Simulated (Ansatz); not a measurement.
## Geometry relaxation, with input and output: CH5AlFNS (part 3 of 3)

The same run, continued: CH5AlFNS; UKS PBE-D4/def2-SVP (Ansatz 0.2.0). The run did not end well. It belongs to a series of runs on one base structure; here: end point B relaxed.

Geometry of the input (Å):
```
F  0.4578  -2.7118  0.3551
C  0.4602  -1.2894  0.2868
N  -0.9263  -0.7489  0.2299
Al -0.7822  1.1815  0.1648
S  0.2420  2.2056  -1.5372
H  1.0356  -0.9737  -0.6208
H  1.0186  -0.9194  1.1991
H  -1.2997  -1.0600  -0.6511
H  -0.7063  2.7210  -2.3972
H  1.4490  2.2185  -0.7721
```

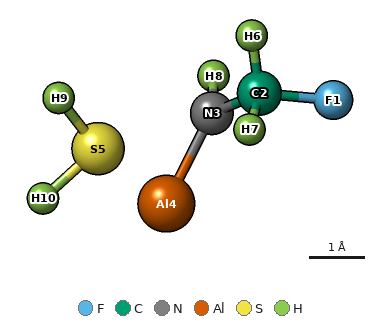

Fig. 1: The geometry at step 37 of the log (ball-and-stick view, seen at a tilt; atoms are numbered from 1 in the order of the input).

### Trajectory as extended XYZ, continued
```
10
Properties=species:S:1:pos:R:3:forces:R:3 step=23 energy=-22734.10217
F    -0.6734   -2.5009    0.4372   -0.0049  -0.0127   0.0061
C     0.4432   -1.6550    0.3160    0.0147  -0.0051   0.0115
N     0.1073   -0.3602   -0.1515   -0.0236  -0.0467  -0.0527
Al    0.0217    1.0929    1.0012   -0.0047   0.0411   0.0210
S    -0.8190    2.7284   -1.4054   -0.0044   0.0268   0.0518
H     1.1612   -2.1846   -0.3542   -0.0109  -0.0277  -0.0110
H     0.9057   -1.5730    1.3291    0.0236   0.0023   0.0382
H    -0.1884   -0.3887   -1.1338    0.0029   0.0571  -0.0189
H    -0.3393    2.0083   -2.4572    0.0270  -0.0352  -0.0532
H     0.3297    3.4563   -1.3241   -0.0196   0.0000   0.0071
10
Properties=species:S:1:pos:R:3:forces:R:3 step=24 energy=-22734.10390
F    -0.6876   -2.4833    0.4614   -0.0104  -0.0050   0.0121
C     0.4395   -1.6544    0.3155    0.0040   0.0071  -0.0200
N     0.1145   -0.3562   -0.1536    0.0070  -0.0562  -0.0094
Al    0.0474    1.1017    0.9978   -0.0144   0.0029  -0.0272
S    -0.8294    2.6858   -1.4184    0.0069  -0.0330  -0.0322
H     1.1346   -2.2013   -0.3659   -0.0060   0.0039   0.0103
H     0.9209   -1.5750    1.3215    0.0071   0.0038  -0.0046
H    -0.1828   -0.3749   -1.1364    0.0072   0.0220   0.0283
H    -0.2869    2.0168   -2.4802   -0.0137   0.0235   0.0506
H     0.2785    3.4642   -1.2844    0.0123   0.0310  -0.0079
10
Properties=species:S:1:pos:R:3:forces:R:3 step=25 energy=-22734.09999 accepted=F
F    -0.7017   -2.4807    0.5197    0.0395   0.0303   0.0065
C     0.4342   -1.6718    0.3201   -0.0145   0.0100  -0.0283
N     0.1137   -0.3793   -0.1717    0.0095  -0.0565  -0.0183
Al    0.0961    1.1016    0.9563    0.0000  -0.0196  -0.0089
S    -0.8409    2.6691   -1.4376    0.4681   0.0645  -0.2499
H     1.1009   -2.2477   -0.3686   -0.0327   0.0370   0.0424
H     0.9465   -1.5740    1.3109   -0.0193  -0.0053  -0.0513
H    -0.2092   -0.4156   -1.1469    0.0162   0.0073   0.0623
H    -0.1607    2.0308   -2.4576   -0.1795   0.2134   0.3091
H     0.1699    3.5910   -1.2673   -0.2874  -0.2811  -0.0636
10
Properties=species:S:1:pos:R:3:forces:R:3 step=26 energy=-22734.10412
F    -0.6919   -2.4908    0.4867    0.0217   0.0132  -0.0050
C     0.4393   -1.6695    0.3175   -0.0018   0.0056   0.0314
N     0.1188   -0.3730   -0.1557   -0.0054   0.0460   0.0018
Al    0.0289    1.0933    0.9854    0.0261   0.0030   0.0436
S    -0.8204    2.6997   -1.4098    0.0143  -0.0139  -0.0572
H     1.1235   -2.2260   -0.3664   -0.0102  -0.0008  -0.0062
H     0.9345   -1.5827    1.3164   -0.0115  -0.0177  -0.0098
H    -0.1729   -0.3830   -1.1387   -0.0083  -0.0356  -0.0406
H    -0.2636    2.0207   -2.4564   -0.0083   0.0226   0.0203
H     0.2526    3.5348   -1.3216   -0.0165  -0.0224   0.0217
10
Properties=species:S:1:pos:R:3:forces:R:3 step=27 energy=-22734.10719
F    -0.6986   -2.4754    0.5151   -0.0030   0.0027   0.0013
C     0.4358   -1.6664    0.3165    0.0094   0.0007   0.0018
N     0.1173   -0.3723   -0.1663   -0.0051  -0.0129  -0.0012
Al    0.0672    1.0970    0.9730    0.0040   0.0082  -0.0003
S    -0.8342    2.6725   -1.4392   -0.0042  -0.0026  -0.0015
H     1.1009   -2.2362   -0.3751   -0.0009  -0.0040  -0.0021
H     0.9502   -1.5761    1.3050   -0.0010   0.0014  -0.0016
H    -0.1985   -0.3994   -1.1425   -0.0043   0.0026   0.0003
H    -0.1844    2.0280   -2.4509    0.0095   0.0005  -0.0010
H     0.1929    3.5518   -1.2783   -0.0043   0.0033   0.0044
10
Properties=species:S:1:pos:R:3:forces:R:3 step=28 energy=-22734.10426 accepted=F
F    -0.7066   -2.4586    0.5749    0.0381   0.0283  -0.0072
C     0.4311   -1.6688    0.3151    0.0051  -0.0176  -0.0054
N     0.1104   -0.3810   -0.1849   -0.0338  -0.0686  -0.0496
Al    0.1182    1.0988    0.9444   -0.0121  -0.0006  -0.0447
S    -0.8470    2.6347   -1.4817    0.4392   0.0852  -0.1633
H     1.0620   -2.2622   -0.3902   -0.0195   0.0029   0.0285
H     0.9842   -1.5649    1.2825   -0.0126   0.0022  -0.0287
H    -0.2502   -0.4340   -1.1468    0.0257   0.0455   0.0935
H    -0.0369    2.0434   -2.4287   -0.1958   0.1682   0.2582
H     0.0836    3.6160   -1.2272   -0.2343  -0.2455  -0.0815
10
Properties=species:S:1:pos:R:3:forces:R:3 step=29 energy=-22734.10848
F    -0.7015   -2.4686    0.5461    0.0119   0.0100  -0.0014
C     0.4339   -1.6683    0.3159    0.0008  -0.0065   0.0003
N     0.1127   -0.3778   -0.1752   -0.0099  -0.0268  -0.0146
Al    0.0892    1.0982    0.9574    0.0007   0.0032  -0.0121
S    -0.8388    2.6544   -1.4588    0.1042   0.0138  -0.0508
H     1.0819   -2.2499   -0.3826   -0.0066   0.0007   0.0078
H     0.9681   -1.5703    1.2936   -0.0037   0.0022  -0.0119
H    -0.2249   -0.4165   -1.1443    0.0041   0.0134   0.0286
H    -0.1116    2.0383   -2.4397   -0.0379   0.0404   0.0653
H     0.1397    3.5840   -1.2550   -0.0637  -0.0503  -0.0112
10
Properties=species:S:1:pos:R:3:forces:R:3 step=30 energy=-22734.10908
F    -0.7029   -2.4636    0.5702    0.0167   0.0122  -0.0012
C     0.4324   -1.6702    0.3152   -0.0021  -0.0127  -0.0045
N     0.1085   -0.3821   -0.1810   -0.0171  -0.0340  -0.0292
Al    0.1076    1.0995    0.9451   -0.0019   0.0011  -0.0198
S    -0.8411    2.6407   -1.4771    0.1885   0.0216  -0.0858
H     1.0660   -2.2604   -0.3898   -0.0089   0.0045   0.0143
H     0.9830   -1.5673    1.2834   -0.0044   0.0040  -0.0166
H    -0.2484   -0.4292   -1.1435    0.0131   0.0216   0.0514
H    -0.0496    2.0455   -2.4249   -0.0851   0.0764   0.1187
H     0.0932    3.6105   -1.2401   -0.0988  -0.0946  -0.0273
10
Properties=species:S:1:pos:R:3:forces:R:3 step=31 energy=-22734.11040
F    -0.7027   -2.4621    0.5844    0.0158   0.0103  -0.0023
C     0.4316   -1.6723    0.3144   -0.0035  -0.0100   0.0021
N     0.1054   -0.3851   -0.1821   -0.0138  -0.0226  -0.0190
Al    0.1133    1.1004    0.9390    0.0026   0.0013  -0.0122
S    -0.8374    2.6304   -1.4858    0.1391   0.0277  -0.0617
H     1.0565   -2.2664   -0.3947   -0.0075   0.0038   0.0090
H     0.9926   -1.5669    1.2763   -0.0040   0.0013  -0.0132
H    -0.2613   -0.4326   -1.1404    0.0085   0.0122   0.0329
H    -0.0156    2.0541   -2.4163   -0.0610   0.0506   0.0829
H     0.0663    3.6241   -1.2374   -0.0762  -0.0748  -0.0184
10
Properties=species:S:1:pos:R:3:forces:R:3 step=33 energy=-22734.11240
F    -0.6933   -2.4630    0.6625    0.0435   0.0224  -0.0112
C     0.4276   -1.6842    0.3115   -0.0161  -0.0196   0.0229
N     0.0793   -0.4031   -0.1838   -0.0089   0.0356  -0.0025
Al    0.1480    1.1043    0.9074    0.0108  -0.0107  -0.0076
S    -0.8175    2.5841   -1.5473    0.3020   0.1050  -0.1010
H     1.0056   -2.2933   -0.4245   -0.0140   0.0062   0.0140
H     1.0468   -1.5665    1.2364   -0.0213  -0.0089  -0.0309
H    -0.3456   -0.4568   -1.1171    0.0081  -0.0197   0.0129
H     0.1782    2.1076   -2.3648   -0.1719   0.0873   0.1512
H    -0.0805    3.6943   -1.2228   -0.1323  -0.1976  -0.0477
10
Properties=species:S:1:pos:R:3:forces:R:3 step=34 energy=-22734.11487
F    -0.6986   -2.4525    0.6640    0.0279   0.0182  -0.0076
C     0.4253   -1.6800    0.3105   -0.0112  -0.0181   0.0145
N     0.0832   -0.3978   -0.1866   -0.0034   0.0106   0.0118
Al    0.1630    1.1100    0.9025    0.0008  -0.0146  -0.0220
S    -0.8182    2.5689   -1.5568    0.1322   0.0451  -0.0393
H     0.9989   -2.2935   -0.4250   -0.0072   0.0034   0.0067
H     1.0460   -1.5645    1.2339   -0.0099  -0.0047  -0.0163
H    -0.3436   -0.4526   -1.1187    0.0022  -0.0089   0.0089
H     0.1892    2.1126   -2.3618   -0.0744   0.0359   0.0703
H    -0.0964    3.6729   -1.2046   -0.0572  -0.0669  -0.0270
10
Properties=species:S:1:pos:R:3:forces:R:3 step=35 energy=-22734.11644
F    -0.6961   -2.4550    0.6853   -0.0019  -0.0107   0.0072
C     0.4225   -1.6876    0.3136    0.0160   0.0095  -0.0022
N     0.0751   -0.4090   -0.1890   -0.0185  -0.0046  -0.0389
Al    0.1856    1.1104    0.8747    0.0111   0.0292   0.0413
S    -0.8077    2.5673   -1.5734   -0.0142  -0.0122  -0.0108
H     0.9870   -2.3033   -0.4262   -0.0011  -0.0223   0.0022
H     1.0559   -1.5647    1.2263    0.0030  -0.0085   0.0106
H    -0.3672   -0.4759   -1.1128   -0.0077   0.0082  -0.0098
H     0.2403    2.1413   -2.3340    0.0097   0.0141   0.0018
H    -0.1467    3.6998   -1.2071    0.0035  -0.0026  -0.0014
10
Properties=species:S:1:pos:R:3:forces:R:3 step=36 energy=-22734.11731
F    -0.6937   -2.4537    0.7158   -0.0121  -0.0238   0.0143
C     0.4187   -1.6939    0.3151    0.0333   0.0343  -0.0100
N     0.0647   -0.4166   -0.1876   -0.0277  -0.0314  -0.0611
Al    0.2169    1.1114    0.8570    0.0028   0.0335   0.0259
S    -0.7934    2.5453   -1.6093    0.1237   0.0646  -0.0117
H     0.9646   -2.3147   -0.4344   -0.0044  -0.0298   0.0075
H     1.0737   -1.5676    1.2121    0.0018  -0.0117   0.0112
H    -0.4026   -0.4909   -1.0992    0.0039   0.0290   0.0136
H     0.3211    2.1883   -2.3166   -0.0764   0.0512   0.0600
H    -0.2212    3.7156   -1.1956   -0.0449  -0.1158  -0.0497
10
Properties=species:S:1:pos:R:3:forces:R:3 step=37 energy=-22734.11838
F    -0.6972   -2.4494    0.7347   -0.0239  -0.0255   0.0178
C     0.4154   -1.7000    0.3168    0.0390   0.0405  -0.0157
N     0.0648   -0.4229   -0.1898   -0.0296  -0.0440  -0.0580
Al    0.2443    1.1106    0.8435    0.0031   0.0260   0.0220
S    -0.7810    2.5307   -1.6209    0.1216   0.0506  -0.0276
H     0.9481   -2.3298   -0.4348   -0.0039  -0.0241   0.0056
H     1.0815   -1.5734    1.2053    0.0072  -0.0076   0.0158
H    -0.4154   -0.5015   -1.0945    0.0065   0.0400   0.0164
H     0.3669    2.2290   -2.3003   -0.0878   0.0436   0.0567
H    -0.2786    3.7300   -1.2026   -0.0322  -0.0995  -0.0331
10
Properties=species:S:1:pos:R:3:forces:R:3 step=38 energy=-22734.11967
F    -0.7025   -2.4435    0.7508   -0.0170  -0.0115   0.0123
C     0.4128   -1.7045    0.3186    0.0227   0.0311  -0.0145
N     0.0678   -0.4268   -0.1917   -0.0109  -0.0523  -0.0171
Al    0.2649    1.1092    0.8379   -0.0003   0.0008  -0.0068
S    -0.7683    2.5136   -1.6309    0.1105   0.0519  -0.0302
H     0.9334   -2.3453   -0.4329   -0.0062  -0.0026   0.0055
H     1.0870   -1.5795    1.2014    0.0052  -0.0010   0.0074
H    -0.4202   -0.5048   -1.0922    0.0070   0.0368   0.0133
H     0.3979    2.2747   -2.3026   -0.0798   0.0202   0.0486
H    -0.3239    3.7303   -1.2010   -0.0310  -0.0733  -0.0185
10
Properties=species:S:1:pos:R:3:forces:R:3 step=39 energy=-22734.12072
F    -0.7117   -2.4308    0.7791    0.0064   0.0146   0.0004
C     0.4084   -1.7112    0.3219    0.0014   0.0079  -0.0149
N     0.0738   -0.4351   -0.2000    0.0103  -0.0494   0.0286
Al    0.3028    1.1103    0.8124   -0.0096  -0.0306  -0.0287
S    -0.7573    2.4982   -1.6553    0.1571   0.0651  -0.0345
H     0.9097   -2.3713   -0.4268   -0.0126   0.0233   0.0126
H     1.0952   -1.5850    1.1952    0.0007   0.0022  -0.0019
H    -0.4245   -0.5152   -1.0943    0.0003   0.0316   0.0056
H     0.4469    2.3338   -2.2844   -0.1210   0.0201   0.0589
H    -0.3946    3.7297   -1.1904   -0.0329  -0.0847  -0.0261
10
Properties=species:S:1:pos:R:3:forces:R:3 step=40 energy=-22734.12168
F    -0.7151   -2.4255    0.8005    0.0201   0.0149  -0.0048
C     0.4049   -1.7161    0.3256   -0.0116   0.0007  -0.0065
N     0.0726   -0.4411   -0.1989    0.0121  -0.0398   0.0331
Al    0.3204    1.1071    0.8035   -0.0047  -0.0271  -0.0377
S    -0.7314    2.4766   -1.6740    0.1360   0.1149  -0.0156
H     0.8925   -2.3832   -0.4260   -0.0116   0.0172   0.0156
H     1.1031   -1.5896    1.1901   -0.0044  -0.0034  -0.0075
H    -0.4354   -0.5195   -1.0878    0.0050   0.0251   0.0055
H     0.4814    2.3994   -2.3024   -0.1092   0.0102   0.0687
H    -0.4443    3.7154   -1.1732   -0.0317  -0.1128  -0.0508
10
Properties=species:S:1:pos:R:3:forces:R:3 step=41 energy=-22734.12244
F    -0.7185   -2.4221    0.8269    0.0278   0.0158  -0.0087
C     0.4022   -1.7276    0.3312   -0.0100  -0.0091   0.0044
N     0.0747   -0.4561   -0.2029   -0.0004   0.0032   0.0096
Al    0.3481    1.1020    0.7750    0.0015  -0.0118  -0.0060
S    -0.7206    2.4825   -1.6942    0.1632   0.1375  -0.0168
H     0.8752   -2.4057   -0.4193   -0.0100   0.0062   0.0152
H     1.1116   -1.5976    1.1862   -0.0102  -0.0069  -0.0127
H    -0.4420   -0.5366   -1.0866    0.0021   0.0122   0.0025
H     0.5178    2.4524   -2.2775   -0.1396   0.0143   0.0692
H    -0.4997    3.7320   -1.1815   -0.0245  -0.1615  -0.0567
10
Properties=species:S:1:pos:R:3:forces:R:3 step=42 energy=-22734.12365
F    -0.7233   -2.4102    0.8403    0.0193   0.0097  -0.0060
C     0.3979   -1.7265    0.3321   -0.0044  -0.0060   0.0082
N     0.0760   -0.4548   -0.2038    0.0031  -0.0011   0.0155
Al    0.3721    1.1061    0.7615   -0.0120  -0.0157  -0.0310
S    -0.7109    2.4657   -1.7255    0.1439   0.1256   0.0237
H     0.8592   -2.4104   -0.4200   -0.0058  -0.0037   0.0092
H     1.1159   -1.5990    1.1802   -0.0077  -0.0081  -0.0095
H    -0.4476   -0.5329   -1.0837    0.0039   0.0153   0.0084
H     0.5461    2.4875   -2.2648   -0.1162   0.0078   0.0490
H    -0.5367    3.6979   -1.1589   -0.0242  -0.1236  -0.0674
10
Properties=species:S:1:pos:R:3:forces:R:3 step=43 energy=-22734.12493
F    -0.7274   -2.4057    0.8578    0.0046   0.0022  -0.0018
C     0.3940   -1.7338    0.3359    0.0016  -0.0035   0.0106
N     0.0777   -0.4620   -0.2025   -0.0014   0.0018   0.0038
Al    0.3947    1.1026    0.7487    0.0002  -0.0050  -0.0145
S    -0.6863    2.4532   -1.7356    0.1272   0.1310   0.0055
H     0.8425   -2.4248   -0.4170   -0.0028  -0.0062   0.0014
H     1.1211   -1.6089    1.1765   -0.0044  -0.0045  -0.0060
H    -0.4537   -0.5383   -1.0778    0.0059   0.0094   0.0052
H     0.5713    2.5505   -2.2642   -0.1091  -0.0115   0.0478
H    -0.5852    3.6908   -1.1644   -0.0219  -0.1137  -0.0521
10
Properties=species:S:1:pos:R:3:forces:R:3 step=45 energy=-22734.12646
F    -0.7405   -2.3895    0.8831   -0.0008   0.0030   0.0010
C     0.3865   -1.7429    0.3421    0.0023  -0.0013   0.0009
N     0.0870   -0.4700   -0.2042    0.0045  -0.0069   0.0100
Al    0.4453    1.1008    0.7211    0.0000  -0.0079  -0.0152
S    -0.6550    2.4374   -1.7644    0.1162   0.1282   0.0059
H     0.8130   -2.4491   -0.4097   -0.0036   0.0019   0.0019
H     1.1257   -1.6243    1.1726   -0.0021  -0.0022  -0.0017
H    -0.4541   -0.5436   -1.0736    0.0044   0.0086   0.0011
H     0.6083    2.6407   -2.2477   -0.1166  -0.0168   0.0501
H    -0.6674    3.6638   -1.1618   -0.0042  -0.1066  -0.0540
10
Properties=species:S:1:pos:R:3:forces:R:3 step=46 energy=-22734.12795
F    -0.7557   -2.3724    0.9008    0.0179   0.0137  -0.0052
C     0.3807   -1.7508    0.3484   -0.0101  -0.0028  -0.0099
N     0.1006   -0.4782   -0.2096    0.0094  -0.0082   0.0208
Al    0.4918    1.0979    0.6931   -0.0042  -0.0124  -0.0115
S    -0.6374    2.4348   -1.7839    0.0525   0.0597   0.0041
H     0.7908   -2.4720   -0.3989   -0.0071   0.0091   0.0122
H     1.1257   -1.6370    1.1743   -0.0048  -0.0044  -0.0024
H    -0.4441   -0.5509   -1.0767   -0.0009   0.0077  -0.0040
H     0.6253    2.7054   -2.2269   -0.0636  -0.0003   0.0262
H    -0.7289    3.6465   -1.1631    0.0109  -0.0622  -0.0303
10
Properties=species:S:1:pos:R:3:forces:R:3 step=47 energy=-22734.12877
F    -0.7771   -2.3450    0.9199    0.0443   0.0256  -0.0178
C     0.3721   -1.7564    0.3551   -0.0304   0.0006  -0.0174
N     0.1188   -0.4837   -0.2167    0.0184  -0.0282   0.0414
Al    0.5479    1.0969    0.6613   -0.0103  -0.0264  -0.0230
S    -0.6121    2.4200   -1.8119    0.0824   0.1235   0.0280
H     0.7618   -2.4961   -0.3857   -0.0140   0.0219   0.0233
H     1.1229   -1.6504    1.1767   -0.0069  -0.0060  -0.0025
H    -0.4286   -0.5536   -1.0823   -0.0014   0.0085  -0.0054
H     0.6411    2.7919   -2.2115   -0.1012  -0.0183   0.0344
H    -0.7981    3.5998   -1.1477    0.0192  -0.1013  -0.0610
10
Properties=species:S:1:pos:R:3:forces:R:3 step=48 energy=-22734.12933
F    -0.7807   -2.3407    0.9287    0.0314   0.0179  -0.0136
C     0.3700   -1.7614    0.3585   -0.0250  -0.0008  -0.0073
N     0.1226   -0.4901   -0.2180    0.0084  -0.0116   0.0228
Al    0.5598    1.0921    0.6521    0.0026  -0.0168  -0.0054
S    -0.5970    2.4203   -1.8136    0.0573   0.0989   0.0034
H     0.7534   -2.5062   -0.3799   -0.0092   0.0147   0.0150
H     1.1233   -1.6565    1.1778   -0.0039  -0.0037  -0.0025
H    -0.4268   -0.5602   -1.0823    0.0013   0.0049  -0.0061
H     0.6423    2.8322   -2.2138   -0.0746  -0.0260   0.0298
H    -0.8183    3.5939   -1.1520    0.0117  -0.0774  -0.0362
10
Properties=species:S:1:pos:R:3:forces:R:3 step=49 energy=-22734.13025
F    -0.7946   -2.3128    0.9445   -0.0048  -0.0004   0.0002
C     0.3623   -1.7613    0.3621   -0.0039  -0.0034   0.0155
N     0.1357   -0.4920   -0.2247   -0.0023   0.0059   0.0023
Al    0.6028    1.0908    0.6265   -0.0040  -0.0137  -0.0215
S    -0.5763    2.4079   -1.8458    0.0793   0.0950   0.0189
H     0.7272   -2.5196   -0.3704    0.0028  -0.0058  -0.0067
H     1.1218   -1.6635    1.1763    0.0050  -0.0004   0.0006
H    -0.4167   -0.5593   -1.0877    0.0101   0.0099   0.0051
H     0.6519    2.8976   -2.1888   -0.0755  -0.0402   0.0161
H    -0.8654    3.5355   -1.1347   -0.0066  -0.0468  -0.0305
10
Properties=species:S:1:pos:R:3:forces:R:3 step=50 energy=-22734.13077
F    -0.8049   -2.2973    0.9554   -0.0102  -0.0013   0.0021
C     0.3577   -1.7657    0.3666    0.0079  -0.0063   0.0149
N     0.1467   -0.4986   -0.2303   -0.0068   0.0168  -0.0091
Al    0.6354    1.0859    0.6043   -0.0039  -0.0072  -0.0079
S    -0.5658    2.4104   -1.8546    0.0781   0.0987   0.0176
H     0.7117   -2.5343   -0.3603    0.0023  -0.0087  -0.0086
H     1.1200   -1.6713    1.1786    0.0031   0.0004   0.0012
H    -0.4048   -0.5654   -1.0939    0.0059   0.0063   0.0072
H     0.6552    2.9367   -2.1690   -0.0854  -0.0375   0.0150
H    -0.9025    3.5230   -1.1395    0.0089  -0.0612  -0.0325
```
